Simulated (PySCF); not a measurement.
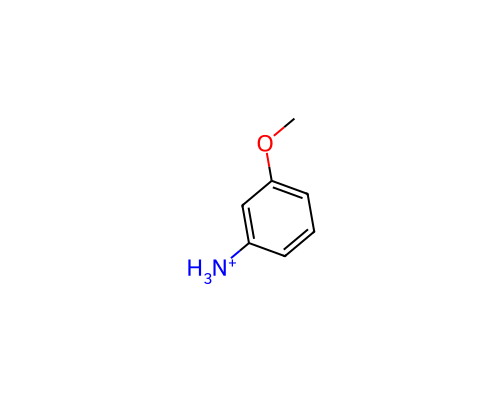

2D structure. Charge +1, singlet.

Question: Give its SMILES.

Answer: COc1cccc([NH3+])c1

Question: What is the molecular formula?

Answer: C7H10NO, charge +1.

More results for the same structure follow; atom numbers are the same in all pictures, views and colours differ. Computed geometry: PBE0-D3(BJ)/def2-SVP optimisation. No frequency run is at hand to confirm it as a minimum.

**Shape**

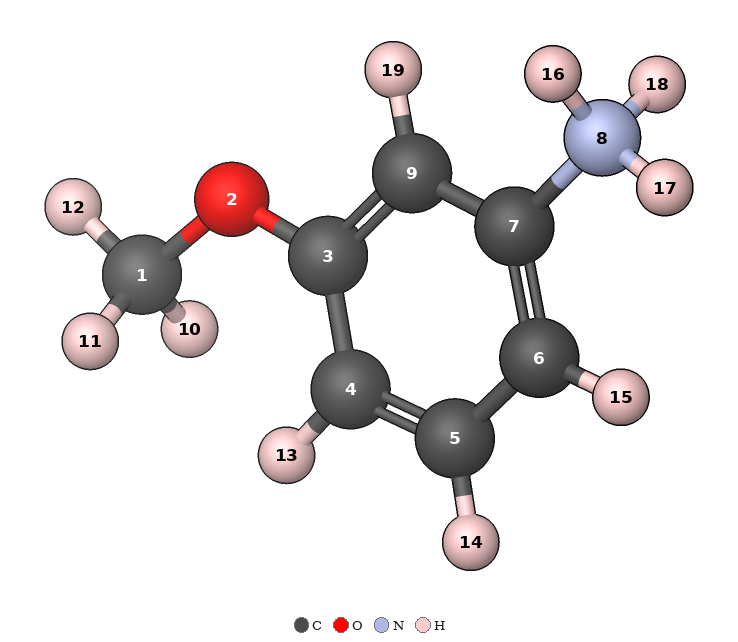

The atoms are numbered. No frequency run is at hand to confirm it as a minimum.

List the bonds and their lengths. Leave out bonds to hydrogen.

| bond | length (Å) | order |
| --- | --- | --- |
| C1–O2 | 1.414 | single |
| O2–C3 | 1.326 | single |
| C3–C4 | 1.406 | aromatic |
| C3–C9 | 1.406 | aromatic |
| C4–C5 | 1.391 | aromatic |
| C5–C6 | 1.395 | aromatic |
| C6–C7 | 1.389 | aromatic |
| C7–N8 | 1.477 | single |
| C7–C9 | 1.383 | aromatic |

**Ring current**

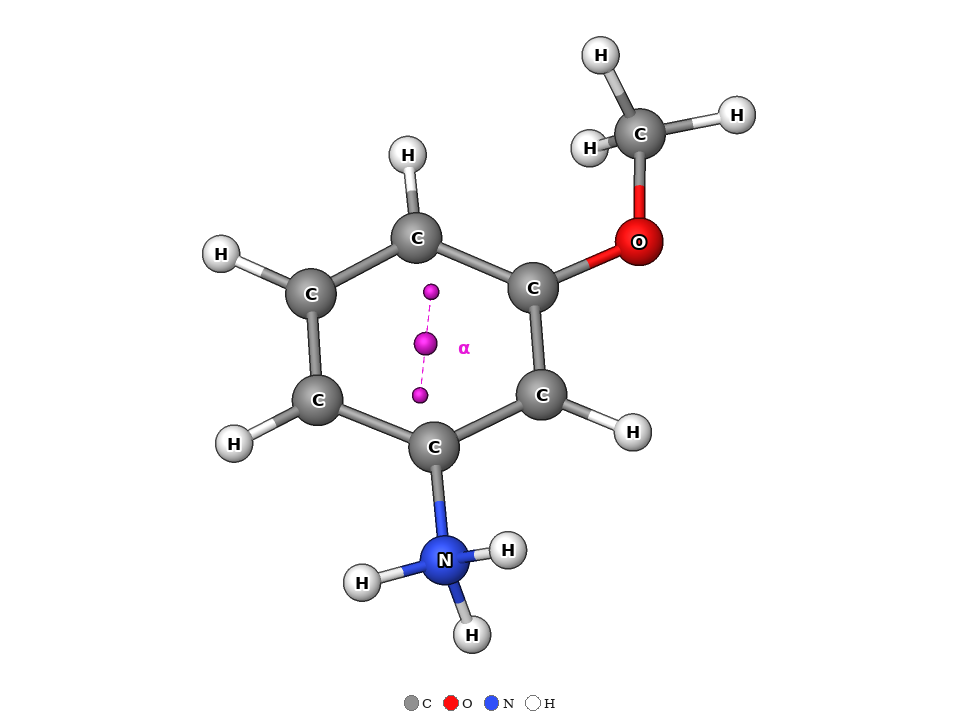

The small points mark where nucleus-independent chemical shifts (NICS) were computed: at the centre of each lettered ring and 1 Å above and below it. No frequency run is at hand to confirm it as a minimum. Level of theory: GIAO PBE0/pcSseg-1 NMR shielding, non-relativistic, IEF-PCM chloroform (PySCF 2.14.0).

Give NICS(0), NICS(1) and the out-of-plane component NICS(1)zz for each ring (means of the two sides).

```csv
ring,members,NICS(0),NICS(1),NICS(1)zz
α,C6,−10.2,−10.9,−26.2
```

Values in ppm.

Question: What do the values say about the ring currents?

Answer: Ring α: diatropic, as in an aromatic ring. NICS is one index among several.

**Charges**

The questions are on IAO charges. No frequency run is at hand to confirm it as a minimum. Properties computed with PBE0/pcSseg-1 in chloroform (IEF-PCM) (PySCF 2.14.0).

Question: Which atom carries the highest charge (most positive or least negative)?

Answer: H16, H18 (0.36 e).

Question: And the lowest?

Answer: O2, N8 (−0.31 e).

Give the IAO charges atom by atom.

```
atom  value (e)
  C1      −0.21
  O2      −0.31
  C3       0.23
  C4      −0.21
  C5      −0.12
  C6      −0.19
  C7       0.08
  N8      −0.31
  C9      −0.21
 H10       0.15
 H11       0.15
 H12       0.18
 H13       0.17
 H14       0.18
 H15       0.18
 H16       0.36
 H17       0.35
 H18       0.36
 H19       0.18
```

**Excitation**

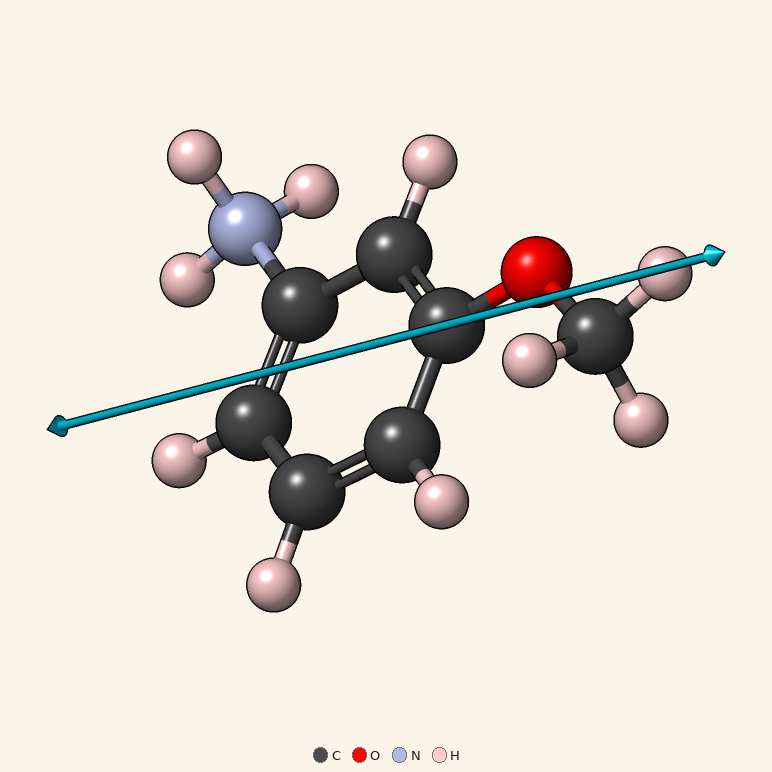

The double arrow shows the direction of the transition dipole to excited singlet state 4 (its length means nothing). No frequency run is at hand to confirm it as a minimum. Level of theory: TDDFT ωB97X-D/def2-SVPD, vertical, gas phase, core orbitals frozen in the response (PySCF 2.14.0).

Question: Where does the transition lie, and how strong is it?

Answer: 6.78 eV (183 nm), oscillator strength 0.61, mainly HOMO−1 → LUMO (weight 0.75); transition dipole 4.89 D.

**NMR shielding**

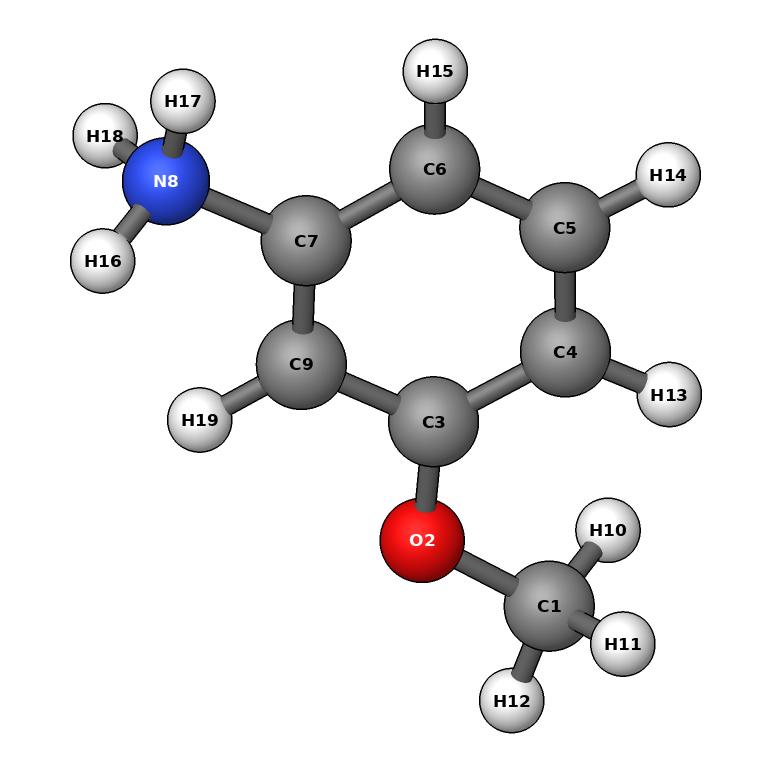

No frequency run is at hand to confirm it as a minimum. Level of theory: GIAO PBE0/pcSseg-1 NMR shielding, non-relativistic, IEF-PCM chloroform (PySCF 2.14.0). Principal shieldings σ11 ≤ σ22 ≤ σ33, span Ω = σ33 − σ11, skew κ = 3(σiso − σ22)/Ω.

Give the shielding tensors of the O atoms.

| atom | σ11 | σ22 | σ33 | σiso | Ω | κ |
| --- | --- | --- | --- | --- | --- | --- |
| O2 | 103.9 | 245.7 | 297.4 | 215.7 | 193.5 | −0.47 |

Shieldings and span in ppm.
